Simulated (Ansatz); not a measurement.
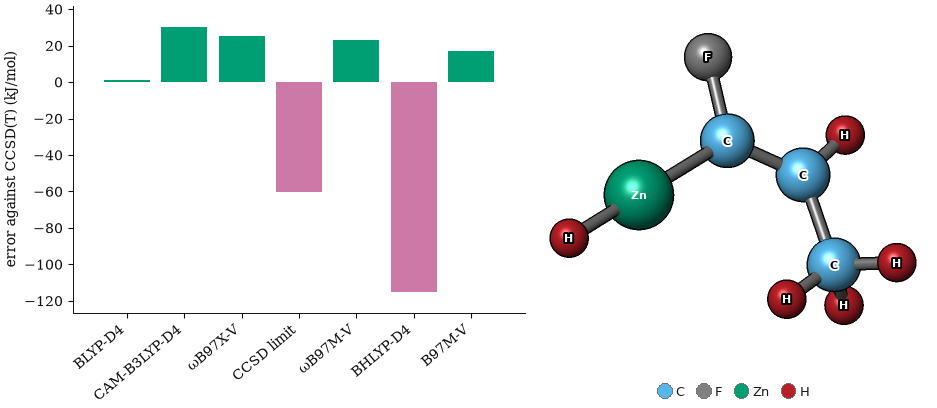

Error in the electronic atomisation energy (method less reference, so positive means overbinding) of C₃H₅FZn, SMILES C/C=[C](/F)[ZnH], singlet: functionals in def2-TZVPP against frozen-core CCSD(T) at the limit (MP2 extrapolated from triple and quadruple zeta, plus CCSD(T) less MP2 in a smaller set), which gives 3586.3 kJ/mol, at a PBE0-D4/def2-TZVP geometry (a minimum by its frequencies), no zero-point or spin-orbit term, the Ansatz code. The reference leaves out core correlation, a term that grows with the number of heavy atoms. Choice of cores on heavy atoms: Zn/Cu 3s3p. Limit means the basis limit.

Question: Which of these levels overbind, and which underbind?

Answer: Overbind: CAM-B3LYP-D4 and ωB97X-V. Underbind: CCSD limit and BHLYP-D4. Within 25 kJ/mol of zero, too close to call in view of what the reference leaves out: BLYP-D4, ωB97M-V and B97M-V.

Question: What range do the values span?

Answer: From −115.2 kJ/mol (BHLYP-D4) to 30.3 kJ/mol (CAM-B3LYP-D4).

Caveats, for all or some of the runs: no scalar relativity up to krypton.
